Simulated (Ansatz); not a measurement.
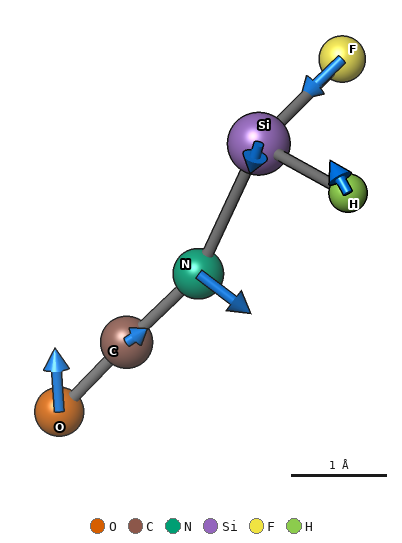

This is a relaxation of CHFNOSi (multiplicity 2). The starting structure is drawn; blue arrows show the displacements, magnified 10 times. The two geometries are superimposed by the best rigid fit.

Style: ball-and-stick. Shown from a free direction.

The start comes from PBE-D4/def2-SVP.

All numbers below come from UKS PBE0-D4/def2-TZVP (Ansatz 0.2.0). Set-up: force threshold 0.005 eV/Å; at most 150 steps.

> What happened in the run?

The largest moves after the best rigid fit, 0.071 Å, are those of O and N atoms. Largest moves by element: N 0.071 Å, O 0.070 Å, F 0.064 Å, H 0.042 Å, Si 0.039 Å, C 0.029 Å. Among the contacts that change: F–Si 1.640 → 1.596 Å, N–Si 1.725 → 1.701 Å, H–Si 1.510 → 1.487 Å, C–O 1.180 → 1.161 Å. Bond angles that change, for instance: C–N–Si 161.4° → 156.1°. The energy falls by 7.87 kJ/mol in 7 accepted moves (8 points after the start). The largest force component goes from 1.4 to 0.0025 eV/Å. The line search rejected the trial step at point 7 of the run. The run took 26 s on 4 threads of Arm Neoverse V2 (shared host).
